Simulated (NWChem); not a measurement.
# One shape, several levels: Si2H6 (Si(SiH3)H3)

We compute a comparison of 4 runs (HF/STO-3G, HF/def2-SVP, B3LYP/6-31G*) of Si2H6 (Si(SiH3)H3). 

The results are computed with NWChem 7.3.0.

1 further run of the same task is left out (set aside as unsound or not needed).

### 1 The system as given

The species is Si2H6 (8 atoms), meant as a singlet with charge 0. As SMILES, `[H][Si]([H])([H])[SiH3]`. The shape is that of a GFN2-xTB optimisation.

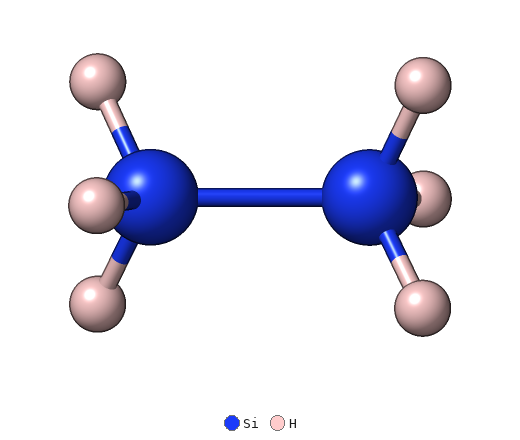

Viewed from a chosen angle; silicon blue, hydrogen pink.

### 2 Energy and gradient at HF/STO-3G (run 1)

Input file h6si2.nw:

```
start h6si2
title "H6Si2 hf"
memory stack 880 mb heap 220 mb global 1100 mb
charge 0
geometry units angstroms noautosym nocenter noautoz
  Si      -0.003820       0.008720      -1.153760
  Si       0.003300      -0.007010       1.151760
  H        0.787910       1.093190       1.720490
  H        0.570390      -1.241800       1.702990
  H       -1.342970       0.113550       1.719020
  H        1.349220      -0.009830      -1.716900
  H       -0.663510       1.194270      -1.706010
  H       -0.700510      -1.151100      -1.717600
end
basis spherical bse
  Si library STO-3G
  H library STO-3G
end
scf
  thresh 1e-08
  maxiter 80
end
task scf gradient
```

Launch:

```
$ nwchem h6si2.nw > h6si2.out
```

The log of the run:

```text
[...]
  functions       =    24
[...]
  wavefunction    = RHF
[...]
         Total SCF energy =   -574.701246263491
      One-electron energy =   -983.313190462759
      Two-electron energy =    316.700722007425
 Nuclear repulsion energy =     91.911222191844
        Time for solution =      0.7s
[...]
                         RHF ENERGY GRADIENTS
    atom               coordinates                        gradient
                 x          y          z           x          y          z
   1 Si     -0.007219   0.016478  -2.180290   -0.000249   0.000482   0.011415
   2 Si      0.006236  -0.013247   2.176511   -0.000148   0.000241  -0.012431
   3 H       1.488934   2.065830   3.251255    0.011445   0.015899   0.012186
   4 H       1.077881  -2.346662   3.218184    0.008244  -0.018055   0.011956
   5 H      -2.537845   0.214578   3.248477   -0.019419   0.001699   0.012086
   6 H       2.549656  -0.018576  -3.244471    0.019538  -0.000233  -0.011802
   7 H      -1.253852   2.256843  -3.223891   -0.009358   0.016778  -0.011597
   8 H      -1.323772  -2.175264  -3.245793   -0.010053  -0.016810  -0.011813
[...]
```

Run time: 1.5 s. Hardware: 1 thread of Intel Xeon Platinum 8259CL at 2.50GHz (Skylake/Cascade Lake), shared host; peak memory 0.1 GiB.

### 3 Energy and forces at HF/def2-SVP (run 2)

Input file run.py:

```python
from ase import Atoms
from ase.calculators.nwchem import NWChem

atoms = Atoms('SiSiHHHHHH', positions=[
    [-0.003820, 0.008720, -1.153760],
    [0.003300, -0.007010, 1.151760],
    [0.787910, 1.093190, 1.720490],
    [0.570390, -1.241800, 1.702990],
    [-1.342970, 0.113550, 1.719020],
    [1.349220, -0.009830, -1.716900],
    [-0.663510, 1.194270, -1.706010],
    [-0.700510, -1.151100, -1.717600],
])

calc = NWChem(
    label='mol',
    theory='scf',
    memory='2200 mb',
    basis='def2-SVP',
    basispar='spherical bse',
    scf={'nopen': '0', 'rhf': None, 'thresh': '1e-08', 'maxiter': '80'},
)
atoms.calc = calc

forces = atoms.get_forces()
print("Total energy (eV):", round(atoms.get_potential_energy(), 6))
print("forces (eV/A):")
for s, f in zip(atoms.symbols, forces):
    print(f"{s:2s} {f[0]:10.5f} {f[1]:10.5f} {f[2]:10.5f}")
print("dipole (e A):", atoms.get_dipole_moment().round(4))
```

Launch:

```
$ export ASE_NWCHEM_COMMAND="nwchem PREFIX.nwi > PREFIX.nwo"
$ python run.py
```

The log of the run:

```text
Total energy (eV): -15814.04895
forces (eV/A):
Si    0.00730   -0.01311   -0.83602
Si    0.00725   -0.00962    0.86965
H     0.25793    0.37235   -0.04412
H     0.19114   -0.40608   -0.05168
H    -0.45601    0.04052   -0.04139
H     0.45714   -0.01054    0.03414
H    -0.22749    0.41508    0.03517
H    -0.23731   -0.38849    0.03430
dipole (e A): [-0.0005  0.0013 -0.0028]
```

The calculator wrote mol.nwi:

```
title "mol"

permanent_dir mol

scratch_dir mol

start mol

geometry units angstrom nocenter noautosym noautoz
  Si -3.8200000000000000e-03 8.7200000000000003e-03 -1.1537599999999999e+00
  Si 3.3000000000000000e-03 -7.0099999999999997e-03 1.1517599999999999e+00
  H  7.8791000000000000e-01 1.0931900000000001e+00 1.7204900000000001e+00
  H  5.7038999999999995e-01 -1.2418000000000000e+00 1.7029900000000000e+00
  H  -1.3429700000000000e+00 1.1355000000000000e-01 1.7190200000000000e+00
  H  1.3492200000000001e+00 -9.8300000000000002e-03 -1.7169000000000001e+00
  H  -6.6351000000000004e-01 1.1942699999999999e+00 -1.7060100000000000e+00
  H  -7.0050999999999997e-01 -1.1511000000000000e+00 -1.7176000000000000e+00
end

memory 2200 mb

basis spherical bse noprint
   * library def2-SVP
end

scf
  nopen 0
  rhf
  thresh 1e-08
  maxiter 80
end

task scf gradient
```

mol.nwo, cut to the lines that bear on the results:

```text
[...]
      One-electron energy =   -988.203332150027
[... 1 line left out ...]
 Nuclear repulsion energy =     91.911222191844
[... 35 lines left out ...]
                       ROHF Final Molecular Orbital Analysis
[... 222 lines left out ...]
     1   1 0 0     -0.000886      0.000000     -0.012756
[...]
  wavefunction    =   RHF
                         RHF ENERGY GRADIENTS
    atom               coordinates                        gradient
                 x          y          z           x          y          z
   1 Si     -0.007219   0.016478  -2.180290   -0.000142   0.000255   0.016258
   2 Si      0.006236  -0.013247   2.176511   -0.000141   0.000187  -0.016912
   3 H       1.488934   2.065830   3.251255   -0.005016  -0.007241   0.000858
[... 4 lines of this table left out ...]
   8 H      -1.323772  -2.175264  -3.245793    0.004615   0.007555  -0.000667
[...]
```

Run time: 6.3 s. Hardware: 1 thread of Intel Xeon Platinum 8259CL at 2.50GHz (Skylake/Cascade Lake), shared host; peak memory 0.1 GiB.

Run 3 isn't shown in full; the table further down has it.

### 4 Energy and gradient at B3LYP/6-31G(d) (Cartesian functions) (run 4)

Input file h6si2.nw:

```
echo
start h6si2
memory 2200 mb

geometry noautosym nocenter noautoz
  Si   -0.003820    0.008720   -1.153760
  Si    0.003300   -0.007010    1.151760
  H     0.787910    1.093190    1.720490
  H     0.570390   -1.241800    1.702990
  H    -1.342970    0.113550    1.719020
  H     1.349220   -0.009830   -1.716900
  H    -0.663510    1.194270   -1.706010
  H    -0.700510   -1.151100   -1.717600
end

basis "ao basis" cartesian
  * library 6-31G*
end

dft
  xc b3lyp
  grid xfine
  convergence energy 1e-08
  maxiter 100
  mulliken
  noprint "final vectors analysis"
end

task dft gradient
```

Launch:

```
$ nwchem h6si2.nw > h6si2.out
```

The log of the run:

```text
[...]
          Wavefunction type:  closed shell.
          No. of atoms     :     8
          No. of electrons :    34
[...]
          Charge           :     0
          Spin multiplicity:     1
[...]
          AO basis - number of functions:    50
[...]
              XC Information
              --------------
                         B3LYP Method XC Potential
                     Hartree-Fock (Exact) Exchange  0.200
                        Slater Exchange Functional  0.800 local
                    Becke 1988 Exchange Functional  0.720 non-local
              Lee-Yang-Parr Correlation Functional  0.810
                  VWN I RPA Correlation Functional  0.190 local
[...]
 d= 0,ls=0.0,diis     1   -582.5582817830 -6.74D+02  1.12D-02  2.07D-01     3.0
[...]
 d= 0,ls=0.0,diis     7   -582.5803684216 -2.56D-10  8.72D-08  7.25D-12    16.5
         Total DFT energy =     -582.580368421644
      One electron energy =     -988.839715328524
           Coulomb energy =      358.456035211622
    Exchange-Corr. energy =      -44.107910496586
 Nuclear repulsion energy =       91.911222191844
[...]
      Total Density - Mulliken Population Analysis
     ---------------------------------------------
    Atom       Charge   Shell Charges
 -----------   ------   -------------------------------------------------------
    1 Si  14    13.86   2.00  1.99  5.96  1.04  2.02  0.29  0.43  0.11
    2 Si  14    13.86   2.00  1.99  5.96  1.04  2.02  0.29  0.43  0.11
    3 H    1     1.05   0.51  0.53
    4 H    1     1.05   0.51  0.53
    5 H    1     1.05   0.51  0.53
    6 H    1     1.05   0.51  0.53
    7 H    1     1.05   0.51  0.53
    8 H    1     1.05   0.51  0.53
[...]
  wavefunction    = closed shell
                         DFT ENERGY GRADIENTS
    atom               coordinates                        gradient
                 x          y          z           x          y          z
   1 Si     -0.007219   0.016478  -2.180290   -0.000159   0.000299   0.006169
   2 Si      0.006236  -0.013247   2.176511   -0.000110   0.000110  -0.006749
   3 H       1.488934   2.065830   3.251255   -0.005404  -0.007757  -0.000813
   4 H       1.077881  -2.346662   3.218184   -0.003989   0.008505  -0.000658
   5 H      -2.537845   0.214578   3.248477    0.009508  -0.000833  -0.000861
   6 H       2.549656  -0.018576  -3.244471   -0.009544   0.000206   0.000978
   7 H      -1.253852   2.256843  -3.223891    0.004746  -0.008646   0.000957
   8 H      -1.323772  -2.175264  -3.245793    0.004951   0.008117   0.000975
[...]
```

Wall time 21 s (1 thread of Intel Xeon Platinum 8259CL at 2.50GHz (Skylake/Cascade Lake), shared host); peak memory 0.14 GiB.

### 5 Overview of the runs

```csv
run,level,iteration cap,module,energy (Eh),dipole moment (D),largest force (eV/Å),wall time
1,HF/STO-3G,80,scf,-574.701246,0.02,1.191,1.5 s
2,HF/def2-SVP,80,scf,-581.155585,0.01,0.870,6.3 s
3,B3LYP/6-31G* (spherical functions),100,dft,-582.576821,0.01,0.511,21 s
4,B3LYP/6-31G* (Cartesian functions),100,dft,-582.580368,0.01,0.510,21 s
```

### 6 What came out

```
                       quantity          value
            run 4: total energy  -582.58037 Eh
           run 4: dipole moment         0.01 D
run 4: largest force on an atom     0.510 eV/Å
```

**Reading.** In run 1 the basis is minimal, so the values are rough. All runs together took 50 s, the longest 21 s.
